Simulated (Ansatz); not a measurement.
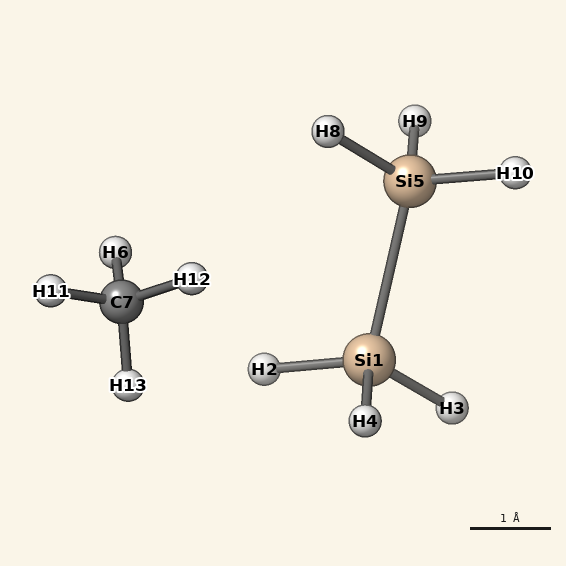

The geometry was computed by an optimisation with PBE0-D4/def2-TZVP. No frequency run is at hand to confirm it as a minimum.

What are the angles H2–Si1–Si5, H3–Si1–Si5, H4–Si1–Si5, Si1–Si5–H8, Si1–Si5–H9, Si1–Si5–H10?

```csv
angle,degrees
H2–Si1–Si5,110.5
H3–Si1–Si5,109.8
H4–Si1–Si5,110.5
Si1–Si5–H8,110.7
Si1–Si5–H9,110.1
Si1–Si5–H10,110.1
```
